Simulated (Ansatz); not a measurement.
**Zr3N4: pressure series**

The parent structure is Zr$_{3}$N$_{4}$ (space group Fd-3m, No. 227; a cell from a computed database, its experimental status unchecked).

```
CELL_PARAMETERS angstrom
      0.00000     4.54152     4.54152
      4.54152     0.00000     4.54152
      4.54152     4.54152     0.00000
ATOMIC_POSITIONS crystal
  Zr 0.12500 0.12500 0.62500
  Zr 0.12500 0.62500 0.12500
  Zr 0.12500 0.12500 0.12500
  Zr 0.62500 0.12500 0.12500
  Zr 0.75000 0.75000 0.75000
  Zr 0.50000 0.50000 0.50000
  N  0.36706 0.36706 0.89882
  N  0.88294 0.35118 0.88294
  N  0.36706 0.36706 0.36706
  N  0.35118 0.88294 0.88294
  N  0.36706 0.89882 0.36706
  N  0.88294 0.88294 0.35118
  N  0.89882 0.36706 0.36706
  N  0.88294 0.88294 0.88294
```

Cell and atoms are relaxed at each pressure.

Calculations: PBEsol (Ansatz, a program for electronic structure; PAW; 420 eV plane waves; scalar-relativistic without spin-orbit coupling).

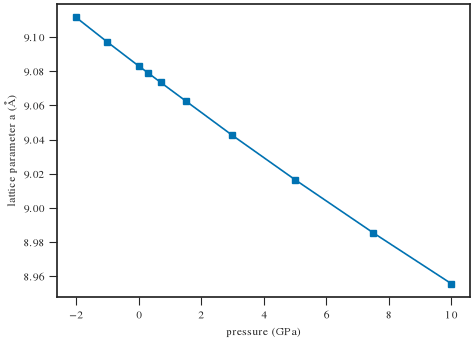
Figure: Lattice parameter a against pressure

Problem. From the plot, what is the lattice parameter a for pressure −2 GPa?

Solution. About 9.11 Å.

Problem. Is the trend monotonic over the range shown?

Solution. Yes, it falls throughout, spanning 8.956 Å to 9.111 Å.

Load acts through the strain it causes; cell and atoms are relaxed under it. No phonon test of stability was made. Competing high-pressure phases were not computed.
